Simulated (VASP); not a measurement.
Band structure of Au (relaxed from the dhcp structure, space group P6_3/mmc). These are PBEsol GGA with spin-orbit coupling, VASP's PBE PAW potentials (set 64) (plane waves; VASP 6.6.1) values and carry that method's errors.

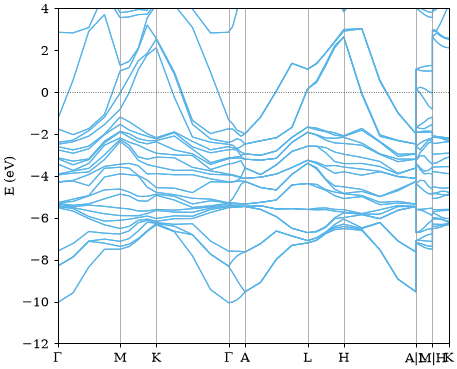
Figure: Bands along high-symmetry lines, zero at the valence-band maximum or, without a gap, the Fermi level

### Question
Read the plot: is there a gap, and where are the band edges?

### Answer
It has no gap at this level: it comes out as a metal or semimetal.

The structure was generated: Au was put into the dhcp type (P6_3/mmc), which need not be its known phase. It was relaxed first.
